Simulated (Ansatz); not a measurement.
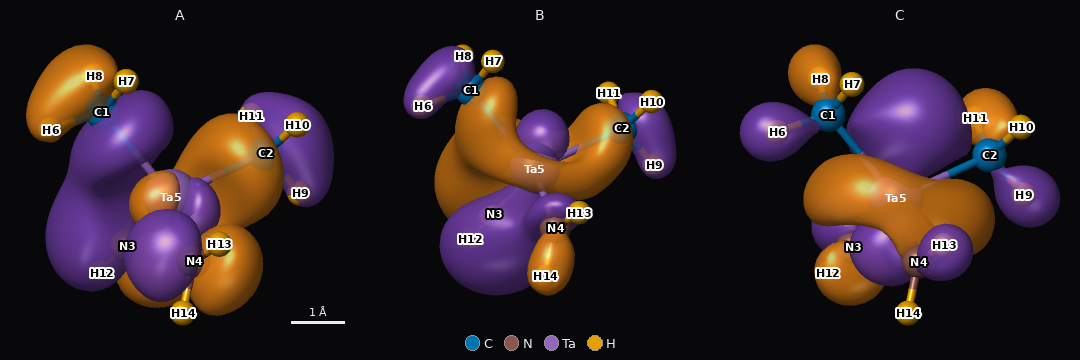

Figure. C2H9N2Ta (SMILES [CH3][Ta]([CH3])(=[NH])[NH2]). Three frontier orbitals at ±0.08 Å⁻³ᐟ² (orange and purple are the two phases), in no order.

Geometry: PBE0-D4/def2-SVP; core potentials replace the inner electrons of Ta.

These are results of Ansatz 0.2.0, isolated molecule in a Gaussian basis; Kohn-Sham density functional theory, functional PBE0, not measurements.

The calculation's input:

```
crystal:
  periodic: [false, false, false]
  atoms:
    - symbol: C
      position_ang: [-1.863451, -0.459304, -0.582845]
    - symbol: C
      position_ang: [1.200911, -1.229043, 1.035820]
    - symbol: "N"
      position_ang: [-0.257111, 1.601721, 1.250214]
    - symbol: N
      position_ang: [1.053460, 1.146908, -1.447277]
    - symbol: Ta
      position_ang: [0.054134, 0.336520, 0.058386]
    - symbol: H
      position_ang: [-2.556813, 0.309287, -0.962222]
    - symbol: H
      position_ang: [-1.731512, -1.216474, -1.379478]
    - symbol: H
      position_ang: [-2.363836, -0.954207, 0.270233]
    - symbol: H
      position_ang: [2.128120, -0.867155, 1.509907]
    - symbol: H
      position_ang: [1.478178, -2.024258, 0.317437]
    - symbol: H
      position_ang: [0.590478, -1.694566, 1.831847]
    - symbol: H
      position_ang: [-0.446672, 2.310727, 1.946811]
    - symbol: H
      position_ang: [1.344132, 0.601402, -2.258088]
    - symbol: H
      position_ang: [1.356983, 2.109140, -1.561945]
basis:
  gaussian:
    orbitals: def2-SVPD
total_charge: 0
hamiltonian:
  xc: {name: PBE0}
output: {forces: true, orbitals: {seedname: orbitals}}
```

Run with:

```sh
ansatz run input.yaml --threads 2 --pin off --max-ram 6090MiB --events-out events.jsonl --progress --plain --runs-dir runs
```

Which picture is the HOMO−1, the HOMO and the LUMO?

B is the HOMO−1 (−7.52 eV). It lies mainly on N3 (about 55 %) and Ta5 (about 25 %). A is the HOMO (−7.05 eV). Its weight (Hirshfeld) is mainly on N3 (about 30 %), Ta5 (about 20 %), C2 (about 15 %), C1 (about 15 %) and N4 (about 10 %). C is the LUMO (−0.88 eV). It lies mainly on Ta5 (about 65 %), N3 (about 5 %), C2 (about 5 %) and C1 (about 5 %).

What is the HOMO–LUMO gap?

6.17 eV between the orbital energies.
